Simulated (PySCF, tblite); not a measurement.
# C5H8B2O+ (doublet): geometry, infrared bands and EPR parameters

Wanted: the infrared bands and EPR parameters of C5H8B2O+ (doublet) (`BOBC[CH+][CH]C#C`), by calculation.

Programs: tblite 0.8.0 and PySCF 2.14.0, with density-fitted response routines of our own. Each step states its level of theory. These are calculated values for one molecule in the gas phase, unless marked as measured. Atoms count from 0, in the outputs and in this text.

## (1) The starting structure

16 atoms, charge 1, multiplicity 2; geometry from: force field or distance geometry start.

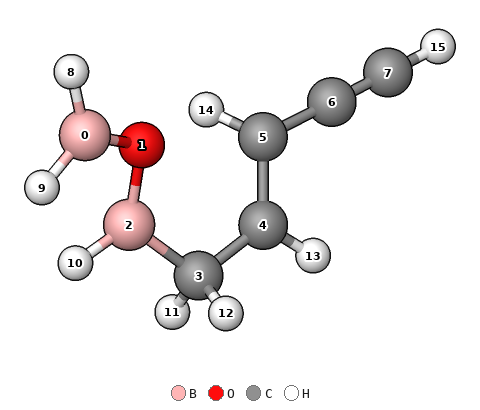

The starting geometry (boron pink, oxygen red, carbon grey, hydrogen white), atoms numbered.

## (2) Relaxing the molecule with GFN2-xTB

What the job is given:

```
{"job": {"kind": "relax", "xc": "GFN2-xTB", "basis": "xTB"}, "charge": 1, "multiplicity": 2}
B      2.690900     0.108900     1.528700
O      1.331400     0.027100     0.950000
B      1.493600    -0.200700    -0.471500
C      0.436400     0.304100    -1.557800
C     -0.935100     0.474400    -1.005600
C     -1.272300     0.209300     0.403700
C     -2.693100     0.409700     0.670400
C     -3.861000     0.567400     0.903100
H      2.891300     0.065700     2.701000
H      3.651700     0.026800     0.847900
H      2.598800    -0.373700    -0.882700
H      0.398600    -0.421700    -2.380600
H      0.771100     1.289500    -1.912500
H     -1.721500     0.816100    -1.692600
H     -0.880400    -0.724900     0.787000
H     -4.908000     0.698400     1.100000
```

The run is started by

```console
> OMP_NUM_THREADS=1 python probes_run.py task.json out
```

This one command runs all jobs of the session in turn.

What it wrote:

```text
step      E/eV     max force
  0    -564.38285    5.259
  1    -565.02819    5.221
  2    -565.30504    4.709
  3    -565.67923    1.371
  4    -565.80768    0.711
  5    -565.90683    0.778
  6    -565.98686    0.856
  7    -566.07058    0.753
  8    -566.13307    0.673
  9    -566.18922    0.596
 10    -566.23818    0.642
 11    -566.29757    0.672
 12    -566.36124    0.573
 13    -566.41424    0.477
 14    -566.44365    0.471
 15    -566.46512    0.416
 16    -566.49099    0.461
 17    -566.52122    0.485
 18    -566.55103    0.359
 19    -566.57574    0.368
 20    -566.59387    0.373
 21    -566.61722    0.434
 22    -566.64514    0.643
 23    -566.67104    0.457
 24    -566.69859    0.289
 25    -566.71688    0.345
 26    -566.73370    0.347
 27    -566.75630    0.306
 28    -566.77228    0.346
 29    -566.78635    0.306
 30    -566.80209    0.333
 31    -566.82311    0.367
 32    -566.84541    0.353
 33    -566.86252    0.311
 34    -566.87205    0.251
 35    -566.87905    0.219
 36    -566.88595    0.213
 37    -566.89362    0.226
 38    -566.89903    0.204
 39    -566.90459    0.184
 40    -566.91041    0.189
 41    -566.91743    0.174
 42    -566.92391    0.181
 43    -566.92884    0.200
 44    -566.93274    0.142
 45    -566.93669    0.126
 46    -566.94150    0.182
 47    -566.94686    0.222
 48    -566.95236    0.222
 49    -566.95892    0.226
 50    -566.96801    0.256
 51    -566.98105    0.309
 52    -566.98785    0.560
 53    -567.00797    0.318
 54    -567.02172    0.341
 55    -567.03408    0.318
 56    -567.04346    0.306
 57    -567.05103    0.212
 58    -567.06249    0.208
 59    -567.06964    0.243
 60    -567.07608    0.259
 61    -567.08097    0.205
 62    -567.08469    0.239
 63    -567.08998    0.196
 64    -567.09564    0.179
 65    -567.10257    0.176
 66    -567.10831    0.238
 67    -567.11476    0.279
 68    -567.12161    0.231
 69    -567.12792    0.304
 70    -567.13504    0.213
 71    -567.14063    0.262
 72    -567.14820    0.259
 73    -567.15992    0.333
 74    -567.17022    0.402
 75    -567.17215    0.553
 76    -567.18636    0.236
 77    -567.19189    0.175
 78    -567.20145    0.184
 79    -567.20530    0.292
 80    -567.21212    0.219
 81    -567.21775    0.247
 82    -567.22184    0.178
 83    -567.22466    0.161
 84    -567.22700    0.171
 85    -567.22921    0.126
 86    -567.23072    0.134
 87    -567.23203    0.088
 88    -567.23323    0.133
 89    -567.23453    0.199
 90    -567.23614    0.116
 91    -567.23851    0.113
 92    -567.24183    0.154
 93    -567.24387    0.129
 94    -567.24533    0.122
 95    -567.24630    0.116
 96    -567.24714    0.083
 97    -567.24837    0.057
 98    -567.24883    0.059
 99    -567.24926    0.046
100    -567.24942    0.033
101    -567.24957    0.034
102    -567.24972    0.026
103    -567.24981    0.021
104    -567.24986    0.018
105    -567.24989    0.018
106    -567.24993    0.018
107    -567.24996    0.015
108    -567.25000    0.017
109    -567.25002    0.016
110    -567.25004    0.010
111    -567.25005    0.009
```

Wall time 0.91 s (1 thread of Intel Xeon at 2.70GHz, shared host).

Along the way: (not every step is listed)

```tsv
step	energy from step 0 (eV)	largest force (eV/Å)
0	0.0000	5.2590
1	-0.6453	5.2213
2	-0.9222	4.7086
3	-1.2964	1.3714
4	-1.4248	0.7109
5	-1.5240	0.7784
6	-1.6040	0.8556
7	-1.6877	0.7535
8	-1.7502	0.6730
17	-2.1384	0.4846
26	-2.3509	0.3469
35	-2.4962	0.2191
44	-2.5499	0.1415
53	-2.6251	0.3183
62	-2.7018	0.2390
71	-2.7578	0.2615
80	-2.8293	0.2191
89	-2.8517	0.1989
98	-2.8660	0.0588
106	-2.8671	0.0184
107	-2.8671	0.0152
108	-2.8672	0.0168
109	-2.8672	0.0164
110	-2.8672	0.0103
111	-2.8672	0.0095
```

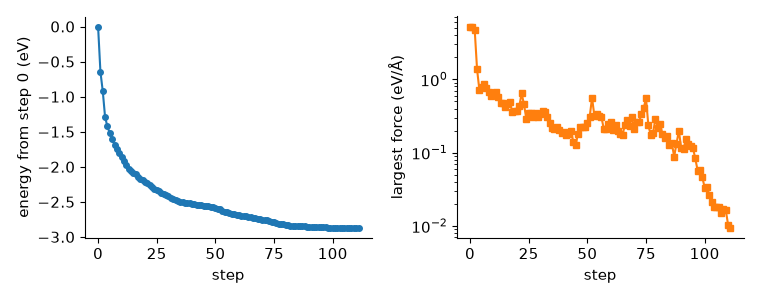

Energy and largest force along the relaxation.

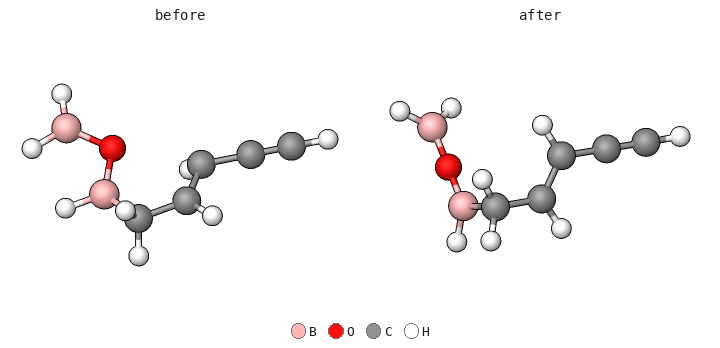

The geometry before (left) and after (right).

Close pairs (by a distance rule), those that changed most:

```tsv
bond	before (Å)	after (Å)	change (Å)
O1–B2	1.449	1.270	-0.179
B0–O1	1.480	1.309	-0.171
C4–C5	1.473	1.373	-0.100
B2–C3	1.598	1.694	+0.096
C5–C6	1.459	1.384	-0.075
C3–C4	1.488	1.440	-0.048
B2–H10	1.192	1.170	-0.022
C7–H15	1.073	1.054	-0.020
```

The next job starts from the end point, and lists it.

## (3) Infrared spectrum with GFN2-xTB

What the job is given:

```
{"job": {"kind": "ir", "xc": "GFN2-xTB", "basis": "xTB"}, "charge": 1, "multiplicity": 2}
B      2.516276    -0.074379     1.527369
O      1.991946    -0.342808     0.358298
B      1.504494    -0.577880    -0.790586
C      0.510121     0.594514    -1.501358
C     -0.788620     0.263498    -0.974300
C     -1.312831     0.834582     0.159525
C     -2.583841     0.544066     0.624207
C     -3.695898     0.297854     1.040730
H      2.032704    -0.548986     2.486047
H      3.442108     0.643161     1.590780
H      1.679852    -1.544748    -1.425592
H      0.587411     0.466217    -2.576248
H      0.884969     1.562492    -1.174778
H     -1.369519    -0.492968    -1.487727
H     -0.748534     1.570938     0.721338
H     -4.658238     0.080874     1.410885
```

What it wrote:

```text
mode    cm-1     km/mol
  1      27.1      0.11
  2      87.4      1.21
  3     103.9      0.39
  4     137.8      0.75
  5     163.7      0.24
  6     221.8      7.78
  7     246.3     11.75
  8     347.6     84.18
  9     360.6      7.77
 10     370.8      1.48
 11     421.7      7.08
 12     500.9     13.67
 13     642.3     18.56
 14     671.7     15.37
 15     673.9     39.60
 16     716.9     81.80
 17     805.1      2.68
 18     816.3      4.69
 19     854.7     70.96
 20     907.4     31.97
 21     912.8      9.62
 22     943.5     29.55
 23     993.0      1.70
 24    1042.8     31.97
 25    1090.2      2.91
 26    1100.9     35.25
 27    1181.3     18.81
 28    1197.3     80.86
 29    1243.3      5.39
 30    1250.8      3.39
 31    1423.1     22.87
 32    1499.9     90.05
 33    1582.7     15.91
 34    2164.3    394.12
 35    2589.2      7.12
 36    2620.2      5.77
 37    2624.6     20.06
 38    3010.4     16.86
 39    3034.9      2.01
 40    3047.2      4.57
 41    3067.0      2.69
 42    3345.2    127.59
```

It took 0.56 s on 1 thread of Intel Xeon at 2.70GHz, shared host.

The strongest bands and the atoms that carry them (share of the mass-weighted mode):

```tsv
cm⁻¹	km/mol	atoms
348	84.2	H9 30 %, H8 28 %, B2 17 %, O1 11 %
674	39.6	B2 36 %, C3 31 %, H15 16 %
717	81.8	H10 54 %, B2 32 %
855	71.0	H9 36 %, H8 35 %, B0 26 %
1197	80.9	B0 38 %, H8 21 %, H9 21 %, B2 14 %
1500	90.0	C4 42 %, C5 37 %
2164	394.1	C6 60 %, C7 30 %
3345	127.6	H15 87 %, C7 13 %
```

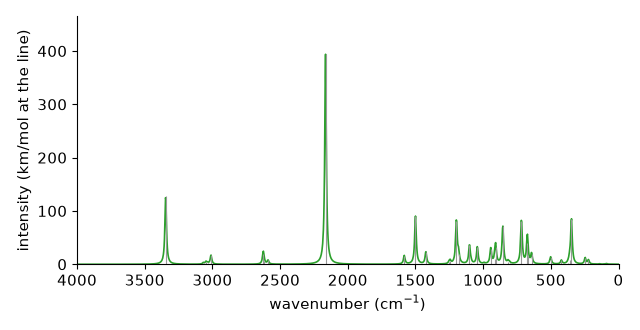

The infrared spectrum from these modes, unscaled. Lines are broadened to a width of 14 cm⁻¹ (Lorentzian).

## (4) g tensor and hyperfine couplings: B3LYP/pcH-1

Same as in step 3 but for these lines:

```diff
@@ -1,2 +1,2 @@
-{"job": {"kind": "ir", "xc": "GFN2-xTB", "basis": "xTB"}, "charge": 1, "multiplicity": 2}
+{"job": {"kind": "epr", "basis": "pcH-1"}, "charge": 1, "multiplicity": 2}
 B      2.516276    -0.074379     1.527369
```

Method: UKS B3LYP, pcH-1 on B C H O, non-relativistic, mean-field spin-orbit, GIAO.

What it wrote:

```text
UKS, coarse grid
  cycle   1  E = -319.89291839  |g| = 4.84e-01
  cycle   2  E = -319.65829574  |g| = 9.05e-01
  cycle   3  E = -319.97213795  |g| = 1.11e-01
  cycle   4  E = -319.97715817  |g| = 5.02e-02
  cycle   5  E = -319.97812058  |g| = 2.78e-02
  cycle   6  E = -319.97849701  |g| = 7.54e-03
  cycle   7  E = -319.97853387  |g| = 3.13e-03
  cycle   8  E = -319.97854607  |g| = 1.74e-03
  cycle   9  E = -319.97855116  |g| = 8.86e-04
UKS, final grid
  cycle   1  E = -319.97864533  |g| = 1.29e-03
  cycle   2  E = -319.97864345  |g| = 2.27e-03
  cycle   3  E = -319.97864649  |g| = 2.17e-04
  cycle   4  E = -319.97864653  |g| = 1.59e-04
  cycle   5  E = -319.97864657  |g| = 1.29e-04
  cycle   6  E = -319.97864659  |g| = 2.45e-05
  cycle   7  E = -319.97864659  |g| = 5.83e-06
E = -319.97864659 Eh   <S^2> = 0.7604 (exact 0.7500)
g shifts (ppm)      1          2          3
  rmc          -150       -150       -150
  gc              6         11         40
  oz_so         -38        859       2205
  total        -182        720       2094
hyperfine (MHz)  atom isotope    a_iso     a_fc   dipolar eigenvalues
    0   11B      -1.20      -1.20     -1.48      0.20      1.27
    1   17O      -1.92      -1.92    -10.81      4.98      5.83
    2   11B      23.97      23.97     -8.04     -7.38     15.43
    3   13C       4.24       4.24    -13.67    -12.29     25.96
    4   13C      -1.20      -1.20    -15.86    -13.59     29.46
    5   13C      18.05      18.05    -25.90    -24.51     50.41
    6   13C     -32.96     -32.96     -9.28      1.81      7.48
    7   13C      30.96      30.96    -36.10    -30.35     66.45
    8    1H       7.90       7.90     -1.05     -0.63      1.68
    9    1H       8.27       8.27     -1.00     -0.47      1.47
   10    1H      54.43      54.43     -3.14     -1.51      4.65
   11    1H      20.87      20.87     -6.15     -2.57      8.72
   12    1H      20.45      20.45     -4.24     -2.91      7.14
   13    1H     -10.57     -10.57     -6.65     -2.90      9.55
   14    1H     -21.61     -21.61    -10.79     -3.02     13.81
   15    1H     -34.34     -34.34    -15.82     -3.06     18.88
```

Wall time 84 s (1 thread of Intel Xeon at 2.70GHz, shared host); peak memory 0.97 GiB.

Principal g values 2.00214, 2.00304, 2.00441; g(iso) = 2.00320, against 2.00232 for a free electron.

Hyperfine couplings; where a row names several nuclei, a(iso) is their mean (it holds for fast rotation or exchange) and the dipolar term the largest among them:

```tsv
nuclei	isotope	a(iso) (MHz)	a(iso) (G, at g = 2.0023)	largest dipolar term (MHz)
H10	1H	54.4	19.4	4.7
H15	1H	-34.3	-12.3	18.9
C6	13C	-33.0	-11.8	-9.3
C7	13C	31.0	11.0	66.4
B2	11B	24.0	8.6	15.4
H14	1H	-21.6	-7.7	13.8
H11, H12	1H	20.7	7.4	8.7
C5	13C	18.0	6.4	50.4
H13	1H	-10.6	-3.8	9.5
H8, H9	1H	8.1	2.9	1.7
C3	13C	4.2	1.5	26.0
O1	17O	-1.9	-0.7	-10.8
C4	13C	-1.2	-0.4	29.5
B0	11B	-1.2	-0.4	-1.5
```

Mulliken spin populations:

B0 0.01; O1 0.03; B2 0.06; C3 0.09; C4 0.16; C5 0.31; C6 -0.08; C7 0.42; H8 0.00; H9 0.00; H10 0.03; H11 0.01; H12 0.01; H13 -0.01; H14 -0.01; H15 -0.02

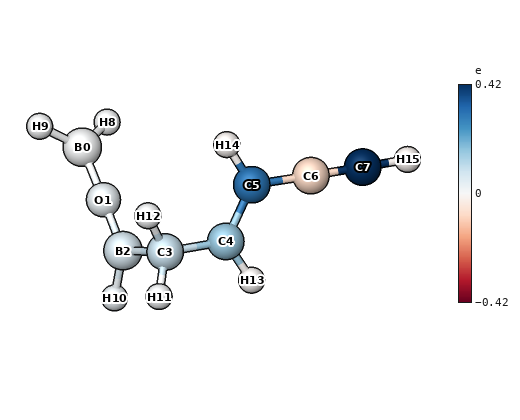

Mulliken spin populations, as colours on the atoms.

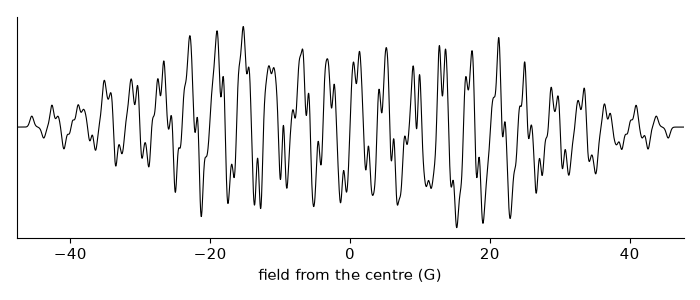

First-order isotropic spectrum (first derivative, main isotopes with spin only, couplings over 0.8 MHz, Gaussian width 0.3 G; couplings of the frozen geometry, rotation of groups not averaged beyond the rows shown).

Orbitals, density, ELF and potential are computed afterwards from the orbital file.

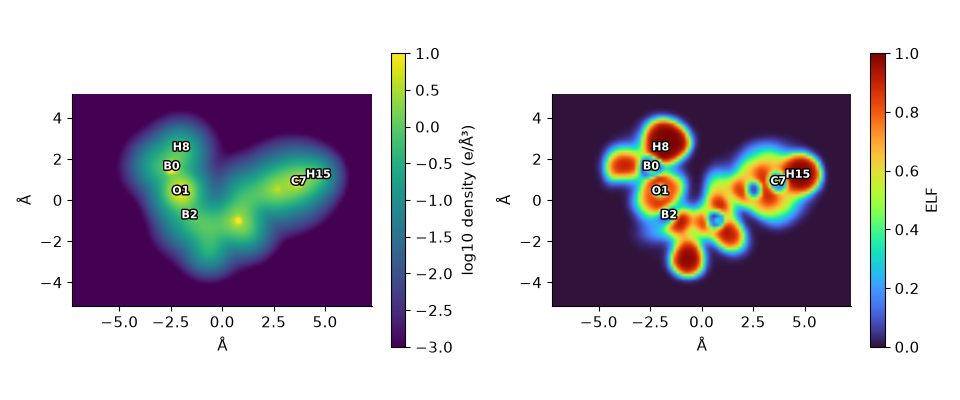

Density (left) and ELF (right) in a plane through or near 6 of the atoms.

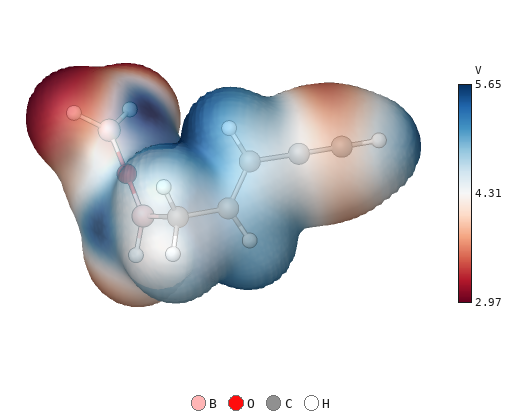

The potential that a unit positive charge feels on the 0.002 e/bohr³ surface, from the 1st to the 99th percentile, from 2.97 to 5.65 V.

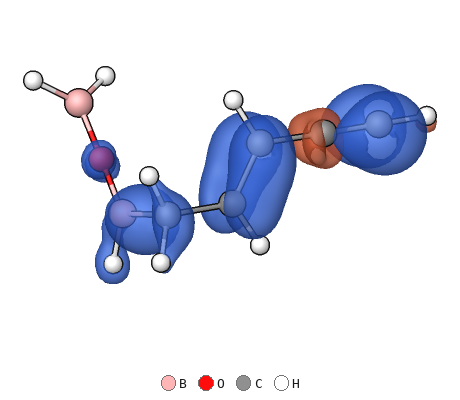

Spin density at ±0.02 e/Å³ (alpha excess blue, beta excess red).

## (5) What came out

| quantity | value |
| --- | --- |
| strongest single infrared mode (GFN2-xTB) | 2164 cm⁻¹, 394 km/mol |
| zero-point energy (GFN2-xTB) | 71.5 kcal/mol |
| g(iso) (B3LYP) | 2.00320 |
| ⟨S²⟩ | 0.760 (exact 0.75) |
| largest a(iso) (averaged by class) | 1H on H10, 54.4 MHz |

What this shows: Over 111 steps the energy fell by 2.867 eV; of the close pairs, O1–B2 changed most, 1.449 to 1.270 Å. All 42 modes are real, so the xTB geometry is a minimum. The strongest single mode, at 2164 cm⁻¹, moves mainly C6 and C7. Unscaled tight-binding wavenumbers are off by several per cent, some by more. Its intensities can rank the bands wrongly. The largest spin populations lie on C7 (0.42 e), C5 (0.31 e). The isotropic g lies 0.9 ppt above the free-electron value.
